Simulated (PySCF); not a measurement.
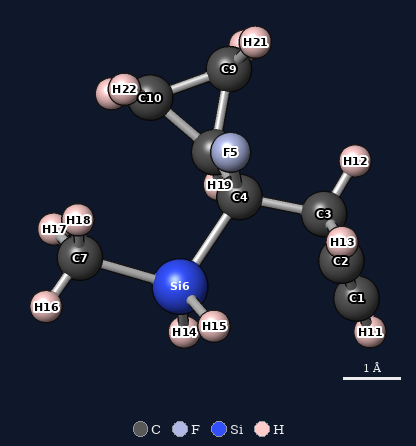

Fig. 1: The structure as given in the input (ball-and-stick view, seen at a tilt; atoms are numbered from 1 in the order of the input).

## NMR shielding calculation, with input and output: C8H13FSi

- system: C8H13FSi
- method: GIAO PBE0/pcSseg-1 NMR shielding, non-relativistic, gas phase (PySCF 2.14.0)

The geometry comes from this level: GFN2-xTB. It belongs to a series of runs on one base structure; here: H on C replaced by cPr. Figures and captions count atoms from 1; the log counts them from 0 in places.

**Log**
```
coarse grid: 19464 points
cycle   1  E = -701.0994162239  dE =  1.205e+00  |g| = 6.394e-01  |ddm| = 4.408e+00
cycle   2  E = -701.0616530391  dE =  3.776e-02  |g| = 8.113e-01  |ddm| = 1.448e+00
cycle   3  E = -701.1854962783  dE = -1.238e-01  |g| = 1.303e-01  |ddm| = 9.118e-01
cycle   4  E = -701.1882962448  dE = -2.800e-03  |g| = 5.950e-02  |ddm| = 1.725e-01
cycle   5  E = -701.1890145378  dE = -7.183e-04  |g| = 2.438e-02  |ddm| = 5.471e-02
cycle   6  E = -701.1891484695  dE = -1.339e-04  |g| = 5.485e-03  |ddm| = 2.160e-02
cycle   7  E = -701.1891550727  dE = -6.603e-06  |g| = 1.426e-03  |ddm| = 5.888e-03
final grid: 183032 points
cycle   8  E = -701.2572674602  dE = -6.780e-05  |g| = 9.775e-03  |ddm| = 5.094e-02
cycle   9  E = -701.2572549744  dE =  1.249e-05  |g| = 1.263e-02  |ddm| = 2.070e-02
cycle  10  E = -701.2572905668  dE = -3.559e-05  |g| = 1.669e-03  |ddm| = 1.192e-02
cycle  11  E = -701.2572910296  dE = -4.628e-07  |g| = 5.536e-04  |ddm| = 1.864e-03
cycle  12  E = -701.2572910871  dE = -5.745e-08  |g| = 2.605e-04  |ddm| = 5.722e-04
cycle  13  E = -701.2572911025  dE = -1.550e-08  |g| = 5.268e-05  |ddm| = 2.115e-04
cycle  14  E = -701.2572911031  dE = -5.962e-10  |g| = 1.282e-05  |ddm| = 6.823e-05
```

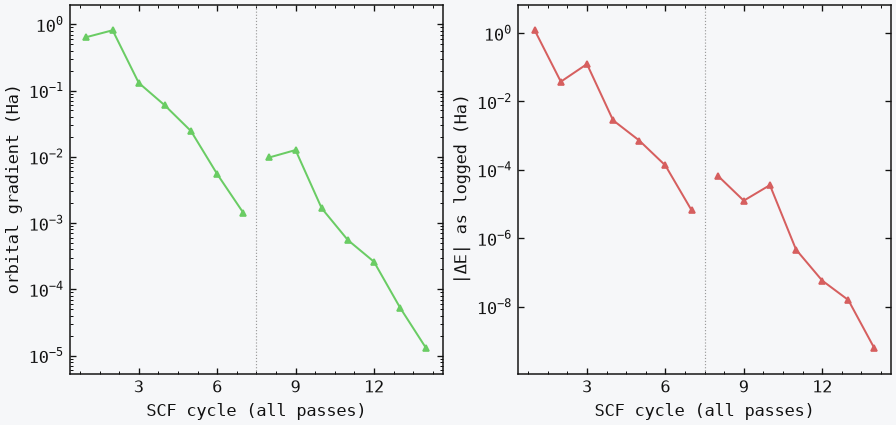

Fig. 2: Convergence of the self-consistent field: orbital gradient and size of the energy change against the SCF cycle. The dotted line marks the change from a coarse to the final integration grid. The first 7 cycles use a coarse grid, the final grid takes over at cycle 8, and the field converges after 14 cycles in all.

```
converged SCF energy = -701.2572911031

GIAO shielding tensors (ppm)
atom      isotropic    diamagn.    paramagn.     s11        s22        s33       span
  0 C      107.233     260.009    -152.776     33.028     38.260    250.412    217.384
  1 C      101.234     267.821    -166.587      4.000      6.756    292.946    288.947
  2 C      154.442     244.896     -90.454    136.462    151.353    175.512     39.050
  3 C       92.269     244.961    -152.692     56.490     68.157    152.161     95.672
  4 F      403.115     479.014     -75.899    377.542    397.745    434.060     56.518
  5 Si     385.029     881.675    -496.646    338.336    397.055    419.696     81.360
  6 C      196.287     253.565     -57.279    191.888    193.761    203.212     11.324
  7 C      168.114     250.667     -82.553    136.077    156.359    211.907     75.829
  8 C      186.809     255.229     -68.420    161.809    181.357    217.261     55.452
  9 C      182.996     252.899     -69.903    158.715    179.962    210.312     51.597
 10 H       30.201      35.636      -5.435     24.781     25.028     40.794     16.013
 11 H       28.809      28.990      -0.182     24.906     28.349     33.171      8.265
 12 H       28.764      28.312       0.452     24.699     27.522     34.072      9.373
 13 H       27.001      31.248      -4.247     22.726     27.142     31.135      8.409
 14 H       27.502      30.276      -2.774     23.362     26.465     32.678      9.317
 15 H       31.633      28.257       3.376     26.457     27.827     40.614     14.157
 16 H       31.336      32.763      -1.428     25.688     30.997     37.322     11.634
 17 H       31.287      31.310      -0.024     26.410     29.923     37.528     11.118
 18 H       30.115      33.978      -3.864     23.583     28.752     38.009     14.426
 19 H       31.297      31.251       0.046     25.685     26.139     42.067     16.382
 20 H       31.149      32.483      -1.334     25.201     29.321     38.925     13.724
 21 H       31.067      33.104      -2.037     26.082     28.910     38.209     12.127
 22 H       31.132      31.498      -0.366     25.629     26.455     41.311     15.682
```

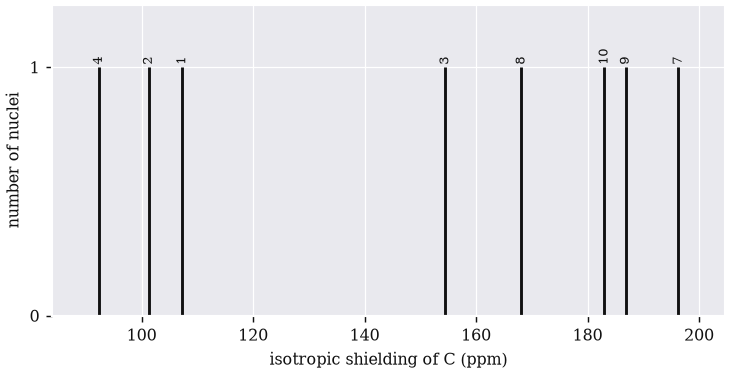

Fig. 3: Isotropic shieldings of the carbon nuclei in this fixed geometry, labelled by atom number; shielding grows to the right, so chemical shift grows to the left. The least shielded is C4 (92.3 ppm), the most shielded C7 (196.3 ppm).

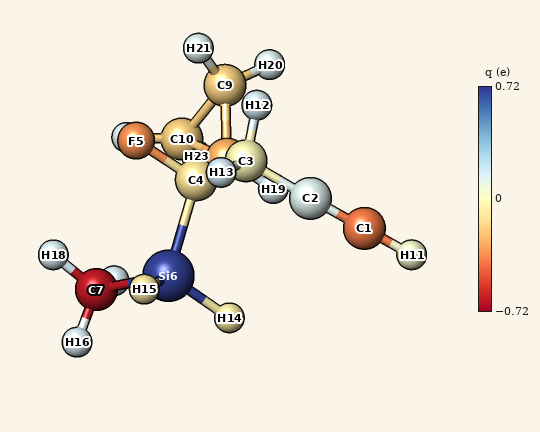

Fig. 4: Mulliken charges, as the colour of each atom (ball-and-stick view, seen at a tilt; atoms are numbered from 1 in the order of the input). By element: C −0.63 to +0.13, F −0.34, Si +0.68 and H −0.09 to +0.16 e.

This output came from the following input.

**The input**
```
{"job": {"kind": "nmr", "xc": "PBE0", "basis": "pcSseg-1"}, "charge": 0, "multiplicity": 1}
C      2.417423    -2.424707    -0.710529
C      1.987312    -1.678120     0.119968
C      1.492349    -0.760323     1.120152
C      0.204955    -0.058097     0.664714
F     -0.170506     0.782482     1.727430
Si    -1.259140    -1.292641     0.400787
C     -2.849801    -0.302904     0.131448
C      0.478859     0.795246    -0.553153
C      1.133051     2.138907    -0.422004
C     -0.308305     2.040185    -0.822919
H      2.794569    -3.083817    -1.433714
H      2.260615    -0.006980     1.326498
H      1.290640    -1.306578     2.046033
H     -0.931838    -2.128568    -0.756811
H     -1.346744    -2.102562     1.620960
H     -3.703349    -0.969052     0.054857
H     -2.803863     0.286026    -0.780013
H     -3.034127     0.377897     0.957606
H      0.761526     0.185405    -1.402993
H      1.862427     2.432193    -1.161831
H      1.348315     2.499599     0.572566
H     -1.047126     2.336072    -0.094180
H     -0.581994     2.267322    -1.842562
```

The first line tells a small driver script what to run in PySCF; the rest is the geometry in Å.

Run as:
```bash
OMP_NUM_THREADS=1 python <driver script> task.json out
```

**Key numbers**

| quantity | value |
| --- | --- |
| outcome | converged |
| total energy | −701.257291 hartree |
| HOMO | −7.51 eV |
| LUMO | 0.71 eV |
| dipole moment | 1.22 D |
| isotropic shielding, C | 92.3 to 196.3 ppm |
| isotropic shielding, F | 403.1 ppm |
| isotropic shielding, Si | 385.0 ppm |
| isotropic shielding, H | 27.0 to 31.6 ppm |
| hardware | 1 CPU thread, shared host |
| wall time | 62 s |
| peak memory | 1 GiB |
